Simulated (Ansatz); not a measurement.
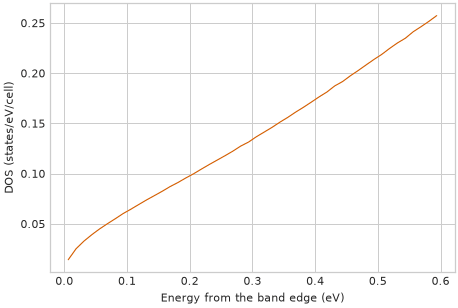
Figure. Density of states of AlP (F-43m) above the conduction band minimum, PBEsol with spin-orbit coupling, rigid bands (Ansatz, a quantum-chemistry and plane-wave program); cell volume 40.9 Å³.

Q: What effective density of states at 300 K does this give (∫ g(E) exp(−E/k_BT) dE, both spins, divided by the cell's size)?

A: 1.7e19 cm⁻³, a density-of-states mass of 0.77 mₑ, valleys and band degeneracy included.

Geometry: cell and atoms relaxed with PBEsol.
